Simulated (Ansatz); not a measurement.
# H₃O (doublet): wB97M-V, B2PLYP, RPA-PBE over a scan of the distance O1–H3 along a hydrogen transfer, cc-pVDZ, part 1 of 2

How well do these functionals follow the top wave-function level for H₃O (doublet) over a scan of the distance O1–H3 along a hydrogen transfer?

Program: Ansatz 0.2.0, Gaussian basis. Level of theory: cc-pVDZ, all electrons in the functionals, frozen cores in the correlation of double hybrids and RPA. These are calculated values, not measurements.

Plan: wB97M-V, B2PLYP, RPA-PBE, at 0.960 Å; 0.992 Å; 1.057 Å; 1.121 Å; 1.186 Å.

## Step 1: The system

The geometry derives from fragments relaxed apart (PBE0/def2-TZVP) and kept rigid, so it is no stationary point. A hydrogen atom is moved between rigid fragments.

4 atoms, charge 0, spin multiplicity 2.

Atoms are counted from 1 here; the program's logs count them from 0.

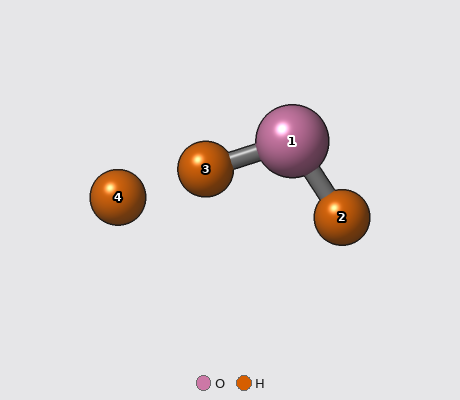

The structure; oxygen pink, hydrogen orange; atoms are numbered from 1 in the order of the file.

No dispersion term is added; wB97M-V holds VV10 nonlocal correlation.

The geometry shown and the zero of energy belong to the point 0.960 Å. The yardstick, UCCSDTQ, and other wave-function levels (R restricted, U unrestricted, valence and pair active spaces) come from earlier runs.

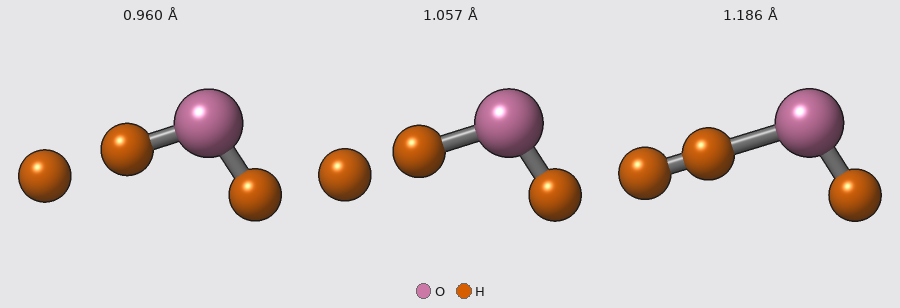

Three points of the scan; sticks are drawn by distance.

## Step 2: wB97M-V, 0.960 Å

Input file in.yaml:

```yaml
crystal:
  periodic: [false, false, false]
  atoms:
    - {symbol: O, position_ang: [-0.139944, -0.049094, 0.000000]}
    - {symbol: H, position_ang: [-0.389254, 0.877481, 0.000000]}
    - {symbol: H, position_ang: [0.819585, -0.049094, 0.000000]}
    - {symbol: H, position_ang: [1.791056, -0.049094, 0.000000]}
basis:
  gaussian: {orbitals: cc-pVDZ}
magnetization: {spin_polarized: true, initial_magnetization: 1}
hamiltonian: {xc: {name: wB97M-V}}
output: {orbitals: {seedname: orbitals}}
```

The run is started by

```
ansatz run in.yaml --threads 1 --pin off --events-out ev --progress --plain --max-ram 5120MiB --backend cpu
```

Log, shortened:

```text
Functional definition: wB97M-V
  name "wB97M-V"
  cite "Mardirossian & Head-Gordon, J. Chem. Phys. 144, 214110 (2016) doi:10.1063/1.4952647"
  cite "Becke, J. Chem. Phys. 107, 8554 (1997) doi:10.1063/1.475007"
  cite "Vydrov & Van Voorhis, J. Chem. Phys. 133, 244103 (2010) doi:10.1063/1.3521275"
  # Of w^i u^j: cxij and so on, Table III.
[...]
  gx(w, u) = 1 - cx + cx01*u + cx10*w
  gss(w, u) = css00 + css04*u^4 + css10*w + css20*w^2 + css43*w^4*u^3
  gos(w, u) = cos00 + cos10*w + (cos20 + cos21*u)*w^2 + (cos60 + cos61*u)*w^6
[...]
      + integral(e_c_pw_mod_opposite_spin*gos(b97_w_opposite, b97_u_opposite)) + vv10(b, c)
258 factors; integrals over basis functions are off by at most 1.4e-3 eV
85 factors; integrals over basis functions are off by at most 1.6e-5 eV
[...]
mean field -2091.37001825 eV, -76.8564305893 hartree, gradient 2.3e-5 eV, S^2 0.752851; 0 other end points of the search recorded, 0 dependent functions left out
reference -2091.37004084 eV, -76.8564314193 hartree; 6, 5 occupied and 23, 24 virtual orbitals, 258 factors
Total energy: -2091.37004084 eV, -76.8564314193 hartree
```

Wall time 1.4 s (1 thread of AMD EPYC 7R13, shared host).

From the report: ⟨S²⟩ of the determinant 0.753 (pure doublet: 0.75).

## Step 3: wB97M-V, 0.992 Å

Input file in.yaml:

```yaml
crystal:
  periodic: [false, false, false]
  atoms:
    - {symbol: O, position_ang: [-0.141665, -0.049094, 0.000000]}
    - {symbol: H, position_ang: [-0.390974, 0.877481, 0.000000]}
    - {symbol: H, position_ang: [0.850335, -0.049094, 0.000000]}
    - {symbol: H, position_ang: [1.789335, -0.049094, 0.000000]}
basis:
  gaussian: {orbitals: cc-pVDZ}
magnetization: {spin_polarized: true, initial_magnetization: 1}
hamiltonian: {xc: {name: wB97M-V}}
output: {orbitals: {seedname: orbitals}}
```

Launched as before.

Log, shortened:

```text
Functional definition: wB97M-V
  name "wB97M-V"
  cite "Mardirossian & Head-Gordon, J. Chem. Phys. 144, 214110 (2016) doi:10.1063/1.4952647"
  cite "Becke, J. Chem. Phys. 107, 8554 (1997) doi:10.1063/1.475007"
  cite "Vydrov & Van Voorhis, J. Chem. Phys. 133, 244103 (2010) doi:10.1063/1.3521275"
  # Of w^i u^j: cxij and so on, Table III.
[...]
  gx(w, u) = 1 - cx + cx01*u + cx10*w
  gss(w, u) = css00 + css04*u^4 + css10*w + css20*w^2 + css43*w^4*u^3
  gos(w, u) = cos00 + cos10*w + (cos20 + cos21*u)*w^2 + (cos60 + cos61*u)*w^6
[...]
      + integral(e_c_pw_mod_opposite_spin*gos(b97_w_opposite, b97_u_opposite)) + vv10(b, c)
258 factors; integrals over basis functions are off by at most 1.4e-3 eV
85 factors; integrals over basis functions are off by at most 1.5e-5 eV
[...]
mean field -2091.38372284 eV, -76.8569342235 hartree, gradient 2.7e-5 eV, S^2 0.753463; 0 other end points of the search recorded, 0 dependent functions left out
reference -2091.38374545 eV, -76.8569350543 hartree; 6, 5 occupied and 23, 24 virtual orbitals, 258 factors
Total energy: -2091.38374545 eV, -76.8569350543 hartree
```

It took 1.2 s on 1 thread of AMD EPYC 7R13, shared host.

From the report: ⟨S²⟩ of the determinant 0.753 (pure doublet: 0.75).

From 0.960 Å: -1.3 kJ/mol.

## Step 4: wB97M-V, 1.057 Å

Input file in.yaml:

```yaml
crystal:
  periodic: [false, false, false]
  atoms:
    - {symbol: O, position_ang: [-0.145109, -0.049094, 0.000000]}
    - {symbol: H, position_ang: [-0.394418, 0.877481, 0.000000]}
    - {symbol: H, position_ang: [0.911891, -0.049094, 0.000000]}
    - {symbol: H, position_ang: [1.785891, -0.049094, 0.000000]}
basis:
  gaussian: {orbitals: cc-pVDZ}
magnetization: {spin_polarized: true, initial_magnetization: 1}
hamiltonian: {xc: {name: wB97M-V}}
output: {forces: true, orbitals: {seedname: orbitals}}
```

Same command.

Log, shortened:

```text
Functional definition: wB97M-V
  name "wB97M-V"
  cite "Mardirossian & Head-Gordon, J. Chem. Phys. 144, 214110 (2016) doi:10.1063/1.4952647"
  cite "Becke, J. Chem. Phys. 107, 8554 (1997) doi:10.1063/1.475007"
  cite "Vydrov & Van Voorhis, J. Chem. Phys. 133, 244103 (2010) doi:10.1063/1.3521275"
  # Of w^i u^j: cxij and so on, Table III.
[...]
  gx(w, u) = 1 - cx + cx01*u + cx10*w
  gss(w, u) = css00 + css04*u^4 + css10*w + css20*w^2 + css43*w^4*u^3
  gos(w, u) = cos00 + cos10*w + (cos20 + cos21*u)*w^2 + (cos60 + cos61*u)*w^6
[...]
      + integral(e_c_pw_mod_opposite_spin*gos(b97_w_opposite, b97_u_opposite)) + vv10(b, c)
258 factors; integrals over basis functions are off by at most 1.4e-3 eV
85 factors; integrals over basis functions are off by at most 1.4e-5 eV
[...]
mean field -2091.32827705 eV, -76.8548966282 hartree, gradient 4.1e-5 eV, S^2 0.754671; 0 other end points of the search recorded, 0 dependent functions left out
[...]
reference -2091.32829971 eV, -76.8548974612 hartree; 6, 5 occupied and 23, 24 virtual orbitals, 258 factors
Total energy: -2091.32829971 eV, -76.8548974612 hartree
Atom 0 at    -0.145109    -0.049094     0.000000 Å, force    -1.370894    -0.847150    -0.000000 eV/Å
Atom 1 at    -0.394418     0.877481     0.000000 Å, force     0.156188     0.721955     0.000000 eV/Å
Atom 2 at     0.911891    -0.049094     0.000000 Å, force    -1.429725    -0.094930    -0.000000 eV/Å
Atom 3 at     1.785891    -0.049094     0.000000 Å, force     2.644431     0.220126     0.000000 eV/Å
Dipole moment:     0.104196     0.310678    -0.000000 e Å
```

Wall time 2.1 s (1 thread of AMD EPYC 7R13, shared host).

From the report: ⟨S²⟩ of the determinant 0.755 (pure doublet: 0.75).

From 0.960 Å: +4.0 kJ/mol.

## Step 5: wB97M-V, 1.121 Å

Input file in.yaml:

```yaml
crystal:
  periodic: [false, false, false]
  atoms:
    - {symbol: O, position_ang: [-0.148500, -0.049094, 0.000000]}
    - {symbol: H, position_ang: [-0.397809, 0.877481, 0.000000]}
    - {symbol: H, position_ang: [0.972500, -0.049094, 0.000000]}
    - {symbol: H, position_ang: [1.782500, -0.049094, 0.000000]}
basis:
  gaussian: {orbitals: cc-pVDZ}
magnetization: {spin_polarized: true, initial_magnetization: 1}
hamiltonian: {xc: {name: wB97M-V}}
output: {orbitals: {seedname: orbitals}}
```

Launched as before.

Log, shortened:

```text
Functional definition: wB97M-V
  name "wB97M-V"
  cite "Mardirossian & Head-Gordon, J. Chem. Phys. 144, 214110 (2016) doi:10.1063/1.4952647"
  cite "Becke, J. Chem. Phys. 107, 8554 (1997) doi:10.1063/1.475007"
  cite "Vydrov & Van Voorhis, J. Chem. Phys. 133, 244103 (2010) doi:10.1063/1.3521275"
  # Of w^i u^j: cxij and so on, Table III.
[...]
  gx(w, u) = 1 - cx + cx01*u + cx10*w
  gss(w, u) = css00 + css04*u^4 + css10*w + css20*w^2 + css43*w^4*u^3
  gos(w, u) = cos00 + cos10*w + (cos20 + cos21*u)*w^2 + (cos60 + cos61*u)*w^6
[...]
      + integral(e_c_pw_mod_opposite_spin*gos(b97_w_opposite, b97_u_opposite)) + vv10(b, c)
258 factors; integrals over basis functions are off by at most 1.4e-3 eV
85 factors; integrals over basis functions are off by at most 1.3e-5 eV
[...]
mean field -2091.21280057 eV, -76.8506529460 hartree, gradient 2.3e-5 eV, S^2 0.755386; 0 other end points of the search recorded, 0 dependent functions left out
reference -2091.21282330 eV, -76.8506537813 hartree; 6, 5 occupied and 23, 24 virtual orbitals, 258 factors
Total energy: -2091.21282330 eV, -76.8506537813 hartree
```

Wall time 1.4 s (1 thread of AMD EPYC 7R13, shared host).

From the report: ⟨S²⟩ of the determinant 0.755 (pure doublet: 0.75).

From 0.960 Å: +15.2 kJ/mol.

## Step 6: wB97M-V, 1.186 Å

Input file in.yaml:

```yaml
crystal:
  periodic: [false, false, false]
  atoms:
    - {symbol: O, position_ang: [-0.151944, -0.049094, 0.000000]}
    - {symbol: H, position_ang: [-0.401253, 0.877481, 0.000000]}
    - {symbol: H, position_ang: [1.034056, -0.049094, 0.000000]}
    - {symbol: H, position_ang: [1.779056, -0.049094, 0.000000]}
basis:
  gaussian: {orbitals: cc-pVDZ}
magnetization: {spin_polarized: true, initial_magnetization: 1}
hamiltonian: {xc: {name: wB97M-V}}
output: {forces: true, orbitals: {seedname: orbitals}}
```

The command is unchanged.

Log, shortened:

```text
Functional definition: wB97M-V
  name "wB97M-V"
  cite "Mardirossian & Head-Gordon, J. Chem. Phys. 144, 214110 (2016) doi:10.1063/1.4952647"
  cite "Becke, J. Chem. Phys. 107, 8554 (1997) doi:10.1063/1.475007"
  cite "Vydrov & Van Voorhis, J. Chem. Phys. 133, 244103 (2010) doi:10.1063/1.3521275"
  # Of w^i u^j: cxij and so on, Table III.
[...]
  gx(w, u) = 1 - cx + cx01*u + cx10*w
  gss(w, u) = css00 + css04*u^4 + css10*w + css20*w^2 + css43*w^4*u^3
  gos(w, u) = cos00 + cos10*w + (cos20 + cos21*u)*w^2 + (cos60 + cos61*u)*w^6
[...]
      + integral(e_c_pw_mod_opposite_spin*gos(b97_w_opposite, b97_u_opposite)) + vv10(b, c)
258 factors; integrals over basis functions are off by at most 1.4e-3 eV
85 factors; integrals over basis functions are off by at most 1.2e-5 eV
[...]
mean field -2091.04601971 eV, -76.8445238624 hartree, gradient 4.1e-5 eV, S^2 0.755273; 1 other end points of the search recorded, 0 dependent functions left out
[...]
reference -2091.04604249 eV, -76.8445246996 hartree; 6, 5 occupied and 23, 24 virtual orbitals, 258 factors
Total energy: -2091.04604249 eV, -76.8445246996 hartree
Atom 0 at    -0.151944    -0.049094     0.000000 Å, force    -1.374685    -1.065230    -0.000000 eV/Å
Atom 1 at    -0.401253     0.877481     0.000000 Å, force     0.150117     0.926262     0.000000 eV/Å
Atom 2 at     1.034056    -0.049094     0.000000 Å, force    -3.082576    -0.136467    -0.000000 eV/Å
Atom 3 at     1.779056    -0.049094     0.000000 Å, force     4.307144     0.275435    -0.000000 eV/Å
Dipole moment:     0.048153     0.310459    -0.000000 e Å
```

Wall time 1.5 s (1 thread of AMD EPYC 7R13, shared host).

From the report: ⟨S²⟩ of the determinant 0.755 (pure doublet: 0.75).

From 0.960 Å: +31.3 kJ/mol.

## Step 7: B2PLYP, 0.960 Å

Input file in.yaml:

```yaml
crystal:
  periodic: [false, false, false]
  atoms:
    - {symbol: O, position_ang: [-0.139944, -0.049094, 0.000000]}
    - {symbol: H, position_ang: [-0.389254, 0.877481, 0.000000]}
    - {symbol: H, position_ang: [0.819585, -0.049094, 0.000000]}
    - {symbol: H, position_ang: [1.791056, -0.049094, 0.000000]}
basis:
  gaussian: {orbitals: cc-pVDZ}
magnetization: {spin_polarized: true, initial_magnetization: 1}
hamiltonian: {xc: {name: B2PLYP}}
correlation: {electrons: outside_noble_gas}
```

Same command.

Log, shortened:

```text
Functional definition: B2PLYP
  name "B2PLYP"
  cite "Grimme, J. Chem. Phys. 124, 034108 (2006) doi:10.1063/1.2148954"
  cite "Becke, Phys. Rev. A 38, 3098 (1988) doi:10.1103/PhysRevA.38.3098"
  cite "Lee, Yang & Parr, Phys. Rev. B 37, 785 (1988) doi:10.1103/PhysRevB.37.785"
[...]
258 factors; integrals over basis functions are off by at most 1.4e-3 eV
[...]
mean field -2088.75392861 eV, -76.7602910682 hartree, gradient 5.5e-6 eV, S^2 0.756285; 0 other end points of the search recorded, 0 dependent functions left out
1 core orbitals not correlated: weight in the atoms' cores, before any rotation towards them, 1.000 or more for the frozen orbitals, at most 0.000 for the correlated occupied ones
reference -2088.75402336 eV, -76.7602945501 hartree; 5, 4 occupied and 23, 24 virtual orbitals, 258 factors
second order -6.81928563 eV of doubles, -0.00000000 eV of singles
Total energy: -2090.59523048 eV, -76.8279576637 hartree
```

Run time: 0.67 s. Hardware: 1 thread of AMD EPYC 7R13, shared host.

From the report: ⟨S²⟩ of the determinant 0.756 (pure doublet: 0.75).

## Step 8: B2PLYP, 0.992 Å

Input file in.yaml:

```yaml
crystal:
  periodic: [false, false, false]
  atoms:
    - {symbol: O, position_ang: [-0.141665, -0.049094, 0.000000]}
    - {symbol: H, position_ang: [-0.390974, 0.877481, 0.000000]}
    - {symbol: H, position_ang: [0.850335, -0.049094, 0.000000]}
    - {symbol: H, position_ang: [1.789335, -0.049094, 0.000000]}
basis:
  gaussian: {orbitals: cc-pVDZ}
magnetization: {spin_polarized: true, initial_magnetization: 1}
hamiltonian: {xc: {name: B2PLYP}}
correlation: {electrons: outside_noble_gas}
```

Same command.

Log, shortened:

```text
Functional definition: B2PLYP
  name "B2PLYP"
  cite "Grimme, J. Chem. Phys. 124, 034108 (2006) doi:10.1063/1.2148954"
  cite "Becke, Phys. Rev. A 38, 3098 (1988) doi:10.1103/PhysRevA.38.3098"
  cite "Lee, Yang & Parr, Phys. Rev. B 37, 785 (1988) doi:10.1103/PhysRevB.37.785"
[...]
258 factors; integrals over basis functions are off by at most 1.4e-3 eV
[...]
mean field -2088.75113145 eV, -76.7601882746 hartree, gradient 3.9e-6 eV, S^2 0.757983; 0 other end points of the search recorded, 0 dependent functions left out
1 core orbitals not correlated: weight in the atoms' cores, before any rotation towards them, 1.000 or more for the frozen orbitals, at most 0.000 for the correlated occupied ones
reference -2088.75122558 eV, -76.7601917337 hartree; 5, 4 occupied and 23, 24 virtual orbitals, 258 factors
second order -6.86045192 eV of doubles, -0.00000000 eV of singles
Total energy: -2090.60354760 eV, -76.8282633122 hartree
```

It took 0.48 s on 1 thread of AMD EPYC 7R13, shared host.

From the report: ⟨S²⟩ of the determinant 0.758 (pure doublet: 0.75).

From 0.960 Å: -0.8 kJ/mol.

(Continued in part 2 of 2.)
